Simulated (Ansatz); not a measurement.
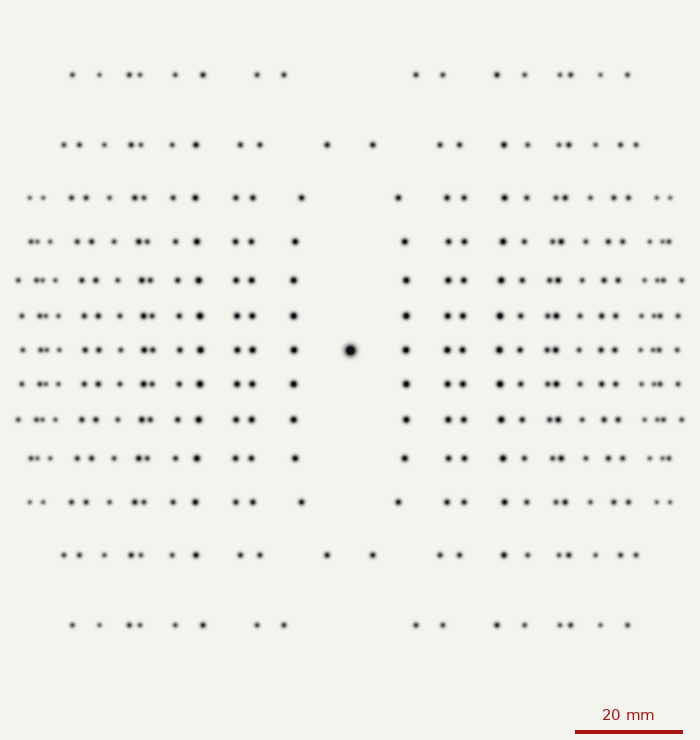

Simulated X-ray rotation photograph: Mo Kα radiation (λ = 0.7107 Å), cylindrical film of radius 57.3 mm unrolled, rotation axis vertical and normal to the beam, kinematic intensities without Lorentz or polarisation factors, the film spanning ±63° about the beam; spots down to d = 0.67 Å.

> Measure the layer lines and find the identity period along the axis.

The first layer line lies 6.4 mm from the equator, so tan ν = 0.112, sin ν = 0.112 and the period is λ/sin ν = 6.36 Å. Further lines follow at 13.1, 20.4, 28.6, 38.6, 51.8 mm.

The crystal is CsLi, space group P-6m2 (No. 187), a = 4.46 Å, c = 6.36 Å (hexagonal axes). Structure: the end point of a relaxation with DFT PBE+D3(BJ), scalar-relativistic, plane waves, PAW (Ansatz); the starting structure was generated, so it need not be a known form of this composition.

> About which axis was it rotated?

About [001], whose length in the conventional cell is 6.357 Å.
